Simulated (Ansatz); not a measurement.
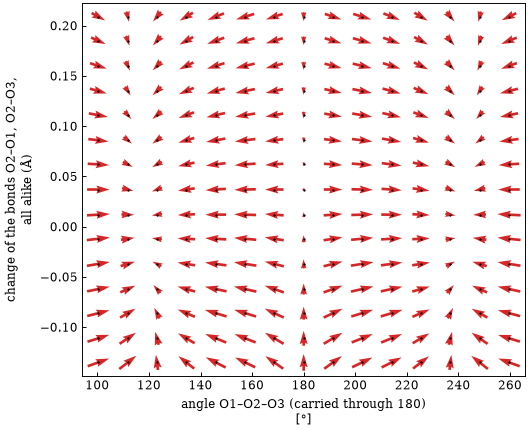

O₃, SMILES O=[O+][O-]. Coordinates scanned: (1) angle O1–O2–O3 (carried through 180); (2) change of the bonds O2–O1, O2–O3, all alike. Nothing is relaxed (all other coordinates rigid). The scan uses a 15 × 15 grid; 120 points were computed and 105 follow by symmetry. Points are written as (first, second). Computed with Ansatz, RKS r2SCAN0-D4/def2-TZVP.

In the figure: dots at the grid points, arrows along the force (downhill), their lengths compressed.

Question: The arrows alone are given. Where are the wells?

Answer: The arrows converge at about (118°, 0.000 Å); about (242°, 0.00 Å) (read from the interpolated surface).

The energy map of the same scan:

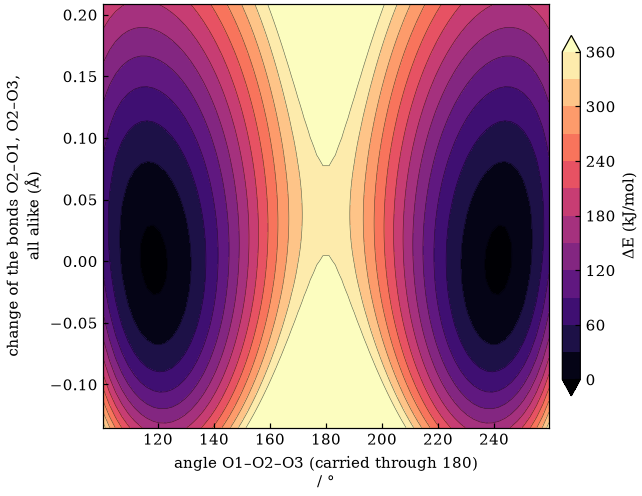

Energies are in kJ/mol, from the lowest grid point; between grid points the surface is interpolated.
